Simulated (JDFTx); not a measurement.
System: Au(111) (Fm-3m bulk; lattice of mp-81, not re-optimised at this level), 1x1 cell of 3 atoms in 3 planes, area 7.53 Å² a face, 4.8 Å between the outermost planes in a cell 20.8 Å high; k mesh 8×8×1, Fermi width 0.01 Ha, no spin polarisation.

Level of theory: PBE, GBRV ultrasoft potentials, plane waves to 20/100 Ha; code: JDFTx (a modified build). Liquid on both sides: linear PCM (GLSSA13), water, 2 M NaCl; nuclei fixed. Potentials are on the SHE scale by the convention U = −μ/e − 4.44 V; references calibrated for a solvation model differ from this value.

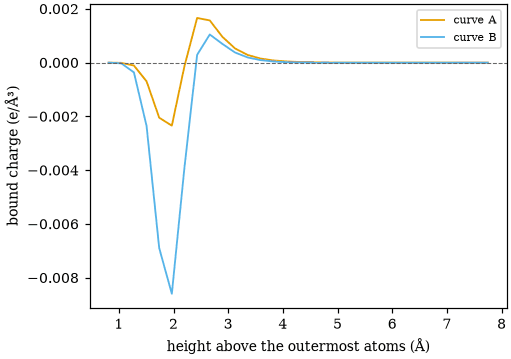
*Plane-averaged bound charge of the liquid for two states of the electrode*

One curve is the neutral slab. Which, and what is the sign of the other's charge?

Curve A is neutral (potential of zero charge, 0.58 V). Curve B is positively charged, 7.2 μC/cm² at 1.10 V.
